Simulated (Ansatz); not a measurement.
C₄H₈O₃ (SMILES COC(=O)C(C)O)

The calculation's input:

```
crystal:
  periodic: [false, false, false]
  atoms:
    - {symbol: C, position_ang: [0.184654, -0.413912, -2.433948]}
    - {symbol: O, position_ang: [0.523850, 0.018476, -1.117281]}
    - {symbol: C, position_ang: [-0.501095, 0.214410, -0.297213]}
    - {symbol: O, position_ang: [-1.656086, 0.053804, -0.602643]}
    - {symbol: C, position_ang: [-0.073875, 0.668286, 1.082242]}
    - {symbol: C, position_ang: [0.807247, -0.368865, 1.760315]}
    - {symbol: O, position_ang: [-1.212632, 0.936243, 1.848447]}
    - {symbol: H, position_ang: [-0.452807, 0.322658, -2.924404]}
    - {symbol: H, position_ang: [-0.340054, -1.369373, -2.397989]}
    - {symbol: H, position_ang: [1.128406, -0.516292, -2.964175]}
    - {symbol: H, position_ang: [0.505088, 1.593070, 0.945172]}
    - {symbol: H, position_ang: [0.271202, -1.315385, 1.857649]}
    - {symbol: H, position_ang: [1.726655, -0.532478, 1.196625]}
    - {symbol: H, position_ang: [1.061965, -0.016751, 2.760482]}
    - {symbol: H, position_ang: [-1.972518, 0.726118, 1.286731]}
basis:
  gaussian: {orbitals: def2-TZVPP}
hamiltonian: {xc: pbe0, dispersion: d4}
output: {orbitals: {seedname: orbitals}}
```

Launched as:

```sh
ansatz run in.yaml --threads 4 --pin off --events-out ev --progress --plain --max-ram 11315MiB
```

Geometry: PBE0-D4/def2-TZVP.

Theory: Ansatz, RKS PBE0-D4/def2-TZVPP.

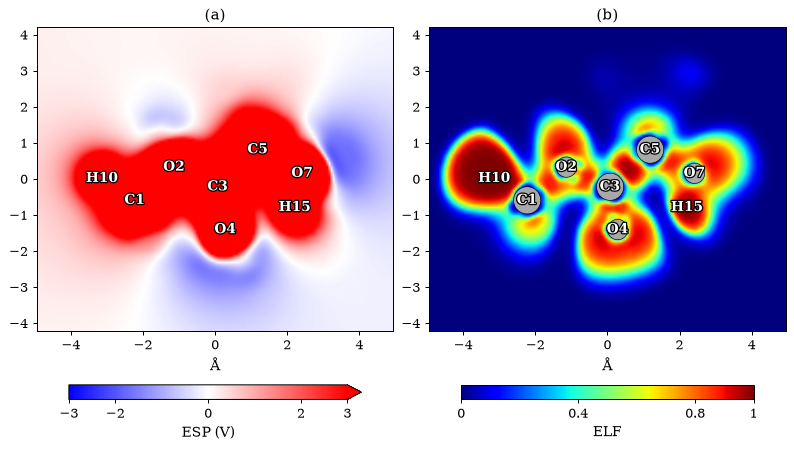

Figure 1. (a) electrostatic potential; (b) ELF on the plane of atoms O4, C3 and C5. Grey discs cover the atomic cores in the ELF map.

> What do the fields say about this system?

The plane passes through C, O and H nuclei.
C–O (1.21 Å): the ELF peaks at about 0.85 between the atoms: a short, multiple covalent bond.
C–C (1.51 Å): the ELF peaks at about 1 between the atoms, as expected for a shared electron pair.
O–H (0.97 Å): the ELF climbs to about 1 towards the hydrogen, as it does in any bond to H (an ordinary covalent bond to hydrogen).
C–O (1.33 Å): the ELF peaks at about 0.90 between the atoms, as expected for a polar covalent bond.
C–H (1.09 Å): the ELF climbs to about 1 towards the hydrogen: an ordinary covalent bond to hydrogen.
The ELF also peaks beside O4, O7 and O2, away from the bonds: lone-pair regions.
Outside the dense part of the molecule the potential is most negative (−1.9 V) near O7.

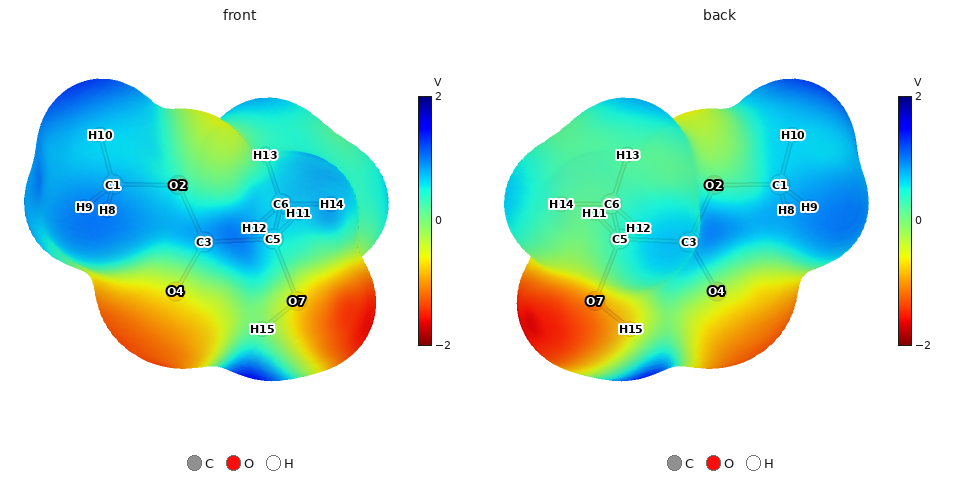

Figure 2. The molecular electrostatic potential painted on the density surface at 0.002 e/bohr³, seen from the front and from behind; red is negative and blue positive.

> Which sites attract a positive test charge, and which a negative one?

A positive charge is drawn to the negative regions and a negative charge to the positive ones. The most negative region (about −1.6 V) lies over O7, the most positive (about +1.4 V) over H15. O7 is the likeliest acceptor of a hydrogen bond.

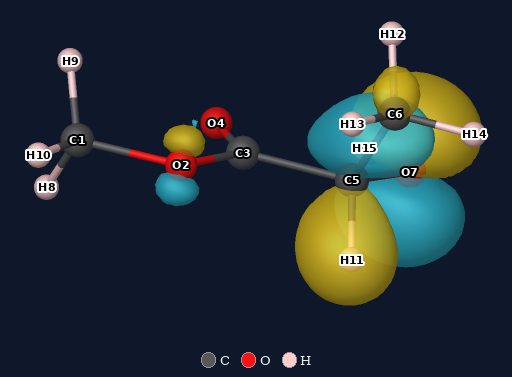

Figure 3. The HOMO at ±0.15 Å⁻³ᐟ² (yellow and cyan are the two phases), seen from one side.

> What is the character of this orbital?

It lies mainly on O7 (about 60 %), C5 (about 10 %), C6 (about 10 %) and H11 (about 5 %). Its energy is −7.95 eV.

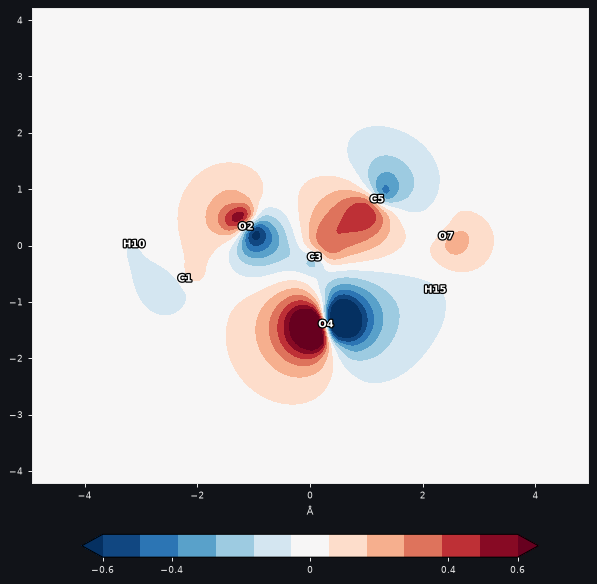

Figure 4. The HOMO−1 on the plane of atoms O2, C3 and O4 (values in Å⁻³ᐟ²; the overall sign is arbitrary).

> Describe this orbital and give its energy.

By Hirshfeld shares it lies mainly on O4 (about 55 %), C3 (about 10 %), C5 (about 10 %) and O2 (about 10 %). Its energy is −8.48 eV.
